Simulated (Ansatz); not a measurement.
```json
{"atom": "V", "x (Å)": "0.0013", "y (Å)": "0.0003", "z (Å)": "0.3409"}
{"atom": "O", "x (Å)": "0.0095", "y (Å)": "0.0010", "z (Å)": "1.8837"}
{"atom": "N", "x (Å)": "2.1146", "y (Å)": "-0.0053", "z (Å)": "-0.1092"}
{"atom": "H", "x (Å)": "2.6098", "y (Å)": "0.5782", "z (Å)": "0.5900"}
{"atom": "H", "x (Å)": "2.4126", "y (Å)": "0.3610", "z (Å)": "-1.0311"}
{"atom": "H", "x (Å)": "2.5781", "y (Å)": "-0.9275", "z (Å)": "-0.0310"}
{"atom": "N", "x (Å)": "0.0027", "y (Å)": "2.1135", "z (Å)": "-0.1077"}
{"atom": "H", "x (Å)": "-0.3838", "y (Å)": "2.4116", "z (Å)": "-1.0213"}
{"atom": "H", "x (Å)": "0.9267", "y (Å)": "2.5765", "z (Å)": "-0.0510"}
{"atom": "H", "x (Å)": "-0.5648", "y (Å)": "2.6092", "z (Å)": "0.6043"}
{"atom": "N", "x (Å)": "-2.1161", "y (Å)": "0.0055", "z (Å)": "-0.0903"}
{"atom": "H", "x (Å)": "-2.5785", "y (Å)": "0.9294", "z (Å)": "-0.0268"}
{"atom": "H", "x (Å)": "-2.6045", "y (Å)": "-0.5639", "z (Å)": "0.6252"}
{"atom": "H", "x (Å)": "-2.4233", "y (Å)": "-0.3785", "z (Å)": "-1.0019"}
{"atom": "N", "x (Å)": "-0.0038", "y (Å)": "-2.1134", "z (Å)": "-0.1081"}
{"atom": "H", "x (Å)": "-0.9312", "y (Å)": "-2.5726", "z (Å)": "-0.0874"}
{"atom": "H", "x (Å)": "0.5339", "y (Å)": "-2.6093", "z (Å)": "0.6267"}
{"atom": "H", "x (Å)": "0.4169", "y (Å)": "-2.4156", "z (Å)": "-1.0051"}
```

Geometry: PBE-D4/def2-SVP.

Computed with UKS PBE0-D4/def2-TZVP (Ansatz).

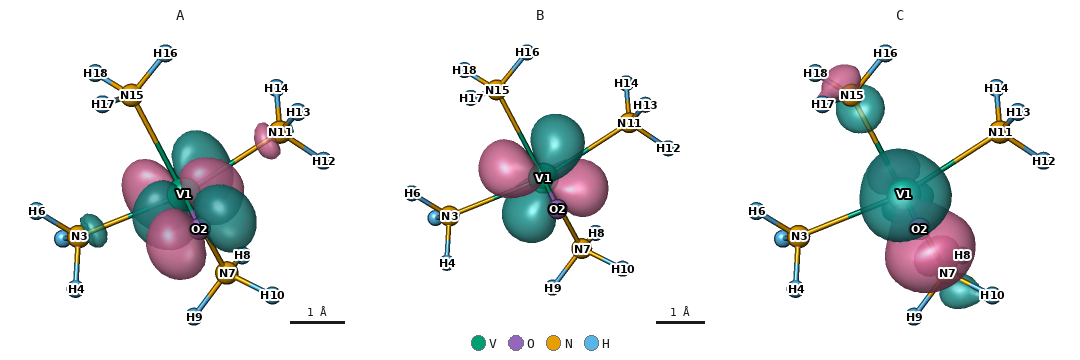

H$_{12}$N$_{4}$OV (charge +2, doublet). Three frontier orbitals at ±0.15 Å⁻³ᐟ² (teal and pink are the two phases), in no order.

Question: Order the three orbitals by energy and name them. All are α orbitals.

Answer: C is the HOMO−1 (α) (−18.93 eV). It lies mainly on O2 (about 60 %) and V1 (about 25 %). B is the HOMO (α) (−16.51 eV). Its weight (Hirshfeld) is mainly on V1 (about 90 %). A is the LUMO (α) (−10.30 eV). Its weight (Hirshfeld) is mainly on V1 (about 65 %) and O2 (about 25 %).

Question: What is the gap between the highest occupied and lowest empty α orbitals?

Answer: 6.21 eV between the orbital energies.
